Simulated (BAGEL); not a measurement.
# B3LYP/cc-pVDZ (density fitting with qzvpp-jkfit) run of CH5BN2 (SMILES NC1BN1)

What is the energy change on altering one bond length of CH5BN2 at B3LYP/cc-pVDZ (density fitting with qzvpp-jkfit)? 

The results are computed with BAGEL 1.2.2.

2 further runs of the same task are left out: 2 that didn't finish. Runs told in other sessions of the task aren't counted.

### 1 Starting point

CH5BN2 has 9 atoms, charge 0, and is taken as a singlet. As SMILES, `NC1BN1`. The coordinates come from a PBE0-D4/def2-TZVP relaxation. This is one conformer, not always the lowest.

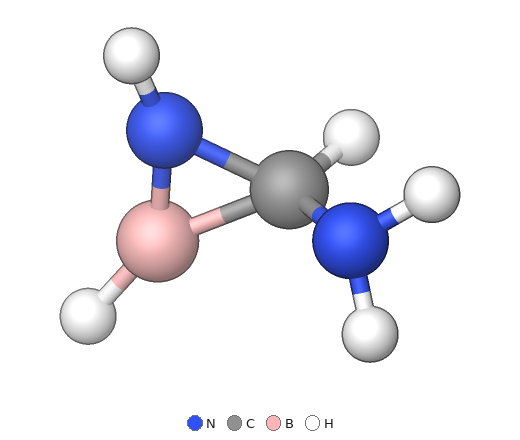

Viewed from a chosen angle; nitrogen blue, carbon grey, boron pink, hydrogen white.

### 2 A single-point energy at B3LYP/cc-pVDZ (density fitting with qzvpp-jkfit)

Contents of job.json:

```json
{ "bagel" : [

{
  "title" : "molecule",
  "basis" : "cc-pvdz.json",
  "df_basis" : "qzvpp-jkfit",
  "angstrom" : true,
  "geometry" : [
    { "atom" : "N", "xyz" : [    0.142900,    1.194400,   -0.640600 ] },
    { "atom" : "C", "xyz" : [   -0.364200,   -0.077200,   -0.222300 ] },
    { "atom" : "B", "xyz" : [    0.591200,   -1.194100,    0.303200 ] },
    { "atom" : "N", "xyz" : [   -0.130500,   -0.469900,    1.171500 ] },
    { "atom" : "H", "xyz" : [    0.784000,    1.117400,   -1.417000 ] },
    { "atom" : "H", "xyz" : [   -0.589900,    1.842600,   -0.892400 ] },
    { "atom" : "H", "xyz" : [   -1.366400,   -0.317200,   -0.582700 ] },
    { "atom" : "H", "xyz" : [    1.414200,   -2.039000,    0.194700 ] },
    { "atom" : "H", "xyz" : [   -0.392800,   -0.103200,    2.068300 ] }
  ]
},
{
  "title" : "ks",
  "xc_func" : "b3lyp"
},
{
  "title" : "print",
  "file" : "orbitals.molden",
  "orbitals" : true
}

]}
```

The basis set cc-pVDZ is read from a file made from the Basis Set Exchange's data (not shown).

The run is started by

```bash
$ BAGEL_NUM_THREADS=1 BAGEL job.json > job.out
```

Output:

```text
* using 1 threads per process

  ===============================================================
  ===============================================================

  *** Geometry ***

  { "atom" : "N", "xyz" : [      0.270042,      2.257089,     -1.210559 ] },
  { "atom" : "C", "xyz" : [     -0.688238,     -0.145887,     -0.420086 ] },
  { "atom" : "B", "xyz" : [      1.117206,     -2.256522,      0.572965 ] },
  { "atom" : "N", "xyz" : [     -0.246609,     -0.887982,      2.213814 ] },
  { "atom" : "H", "xyz" : [      1.481545,      2.111580,     -2.677742 ] },
  { "atom" : "H", "xyz" : [     -1.114749,      3.482009,     -1.686392 ] },
  { "atom" : "H", "xyz" : [     -2.582122,     -0.599421,     -1.101143 ] },
  { "atom" : "H", "xyz" : [      2.672451,     -3.853152,      0.367930 ] },
  { "atom" : "H", "xyz" : [     -0.742284,     -0.195020,      3.908521 ] },

  Number of auxiliary basis functions:      394

  Since a DF basis is specified, we compute 2- and 3-index integrals:
    o Being stored without compression. Storage requirement is 0.021 GB

  Number of basis functions:       81
  Number of electrons      :       30

    * METHOD: MOLECULE                             0.16

  *** Kohn-Sham DFT ***

    * Removing 16986 points whose weight is below 1.00e-10
    * Grid points: 117168

  === Nuclear Repulsion ===
   109.4483437159

       - DIIS with orbital gradients will be used.

  === KS iteration (b3lyp / cc-pvdz.json) ===
      0       -149.40191899          0.11315687           0.35
      1       -141.91456750          0.16703162           0.34
      2       -155.37426427          0.13178628           0.34
      3       -172.41245909          0.05879794           0.35
      4       -170.77924441          0.09625828           0.34
      5       -175.25219762          0.02006094           0.34
      6       -175.36154460          0.01392069           0.33
      7       -175.40924532          0.00873917           0.33
      8       -175.43038183          0.00485483           0.33
      9       -175.44127308          0.00063653           0.33
     10       -175.44140001          0.00020942           0.34
     11       -175.44141991          0.00004258           0.33
     12       -175.44142051          0.00001827           0.33
     13       -175.44142062          0.00000325           0.33
     14       -175.44142062          0.00000319           0.33
     15       -175.44142062          0.00000054           0.34
     16       -175.44142062          0.00000032           0.34
     17       -175.44142062          0.00000004           0.33
     18       -175.44142062          0.00000003           0.34
     19       -175.44142062          0.00000001           0.33
    * SCF iteration converged.

    * Permanent dipole moment:
           (    0.366748,    -0.263852,     0.038655) a.u.

    * METHOD: KS                                   7.40

    * METHOD: PRINT                                0.02

  ===============================================================
```

Run time: 7.8 s. Hardware: 1 thread of Arm Neoverse V1, shared host; peak memory 0.42 GiB.

### 3 The distorted shape

Contents of dft.json:

```json
{ "bagel" : [

{
  "title" : "molecule",
  "basis" : "cc-pvdz.json",
  "df_basis" : "qzvpp-jkfit",
  "angstrom" : true,
  "geometry" : [
    { "atom" : "N", "xyz" : [       0.362742,       0.999938,      -0.565059 ] },
    { "atom" : "C", "xyz" : [      -0.144358,      -0.271662,      -0.146759 ] },
    { "atom" : "B", "xyz" : [       0.811042,      -1.388562,       0.378741 ] },
    { "atom" : "N", "xyz" : [       0.089342,      -0.664362,       1.247041 ] },
    { "atom" : "H", "xyz" : [       1.003842,       0.922938,      -1.341459 ] },
    { "atom" : "H", "xyz" : [      -0.589900,       1.842600,      -0.892400 ] },
    { "atom" : "H", "xyz" : [      -1.146558,      -0.511662,      -0.507159 ] },
    { "atom" : "H", "xyz" : [       1.634042,      -2.233462,       0.270241 ] },
    { "atom" : "H", "xyz" : [      -0.172958,      -0.297662,       2.143841 ] }
  ]
},

{ "title" : "ks", "xc_func" : "b3lyp", "charge" : 0 },

{ "title" : "print", "file" : "orbitals.molden", "orbitals" : true }

]}
```

The basis set cc-pVDZ is read from a file made from the Basis Set Exchange's data (not shown).

The run is started by

```bash
$ BAGEL_NUM_THREADS=1 BAGEL dft.json > dft.out
```

Output:

```text
* using 1 threads per process

  ===============================================================
  ===============================================================

  *** Geometry ***

  { "atom" : "N", "xyz" : [      0.685483,      1.889609,     -1.067807 ] },
  { "atom" : "C", "xyz" : [     -0.272797,     -0.513367,     -0.277334 ] },
  { "atom" : "B", "xyz" : [      1.532647,     -2.624002,      0.715717 ] },
  { "atom" : "N", "xyz" : [      0.168832,     -1.255462,      2.356566 ] },
  { "atom" : "H", "xyz" : [      1.896986,      1.744100,     -2.534990 ] },
  { "atom" : "H", "xyz" : [     -1.114749,      3.482009,     -1.686392 ] },
  { "atom" : "H", "xyz" : [     -2.166681,     -0.966901,     -0.958392 ] },
  { "atom" : "H", "xyz" : [      3.087892,     -4.220631,      0.510681 ] },
  { "atom" : "H", "xyz" : [     -0.326843,     -0.562500,      4.051272 ] },

  Number of auxiliary basis functions:      394

  Since a DF basis is specified, we compute 2- and 3-index integrals:
    o Being stored without compression. Storage requirement is 0.021 GB

  Number of basis functions:       81
  Number of electrons      :       30

    * METHOD: MOLECULE                             0.16

  *** Kohn-Sham DFT ***

    * Removing 16572 points whose weight is below 1.00e-10
    * Grid points: 117582

  === Nuclear Repulsion ===
   108.2318988515

       - DIIS with orbital gradients will be used.

  === KS iteration (b3lyp / cc-pvdz.json) ===
      0       -149.37477405          0.11147010           0.35
      1       -141.96887676          0.16218063           0.33
      2       -155.08352066          0.12886353           0.34
      3       -172.39129884          0.05836061           0.35
      4       -167.48896519          0.10198726           0.34
      5       -175.27522944          0.01645163           0.35
      6       -175.30993298          0.01509978           0.34
      7       -175.38346552          0.00678571           0.35
      8       -175.39360381          0.00456446           0.34
      9       -175.40298068          0.00038023           0.34
     10       -175.40302799          0.00020430           0.35
     11       -175.40304780          0.00003395           0.34
     12       -175.40304826          0.00000826           0.34
     13       -175.40304829          0.00000340           0.35
     14       -175.40304829          0.00000155           0.35
     15       -175.40304829          0.00000033           0.34
     16       -175.40304829          0.00000009           0.34
     17       -175.40304829          0.00000007           0.34
     18       -175.40304829          0.00000001           0.35
    * SCF iteration converged.

    * Permanent dipole moment:
           (    0.353457,    -0.179414,     0.005100) a.u.

    * METHOD: KS                                   7.21

    * METHOD: PRINT                                0.02

  ===============================================================
```

Run time: 7.5 s. Hardware: 1 thread of Arm Neoverse V1, shared host; peak memory 0.42 GiB.

### 4 Outcome

Level: B3LYP/cc-pVDZ (density fitting with qzvpp-jkfit).

| quantity | value |
| --- | --- |
| first shape: total energy | -175.44142 Eh |
| first shape: dipole moment | 1.15 D |
| first shape: HOMO energy | -6.27 eV |
| first shape: LUMO energy | 0.42 eV |
| first shape: HOMO–LUMO gap | 6.69 eV |
| distorted shape: total energy | -175.40305 Eh |
| distorted shape: dipole moment | 1.01 D |
| distorted shape: HOMO energy | -6.23 eV |
| distorted shape: LUMO energy | 0.05 eV |
| distorted shape: HOMO–LUMO gap | 6.29 eV |
| energy change with the N1–H6 bond stretched from 1.010 to 1.313 Å | 1.044 eV |

What this shows: With the N1–H6 bond stretched from 1.010 to 1.313 Å the energy rises by 1.04 eV (24 kcal/mol). The first shape isn't relaxed at this level, so the change isn't measured from a minimum.
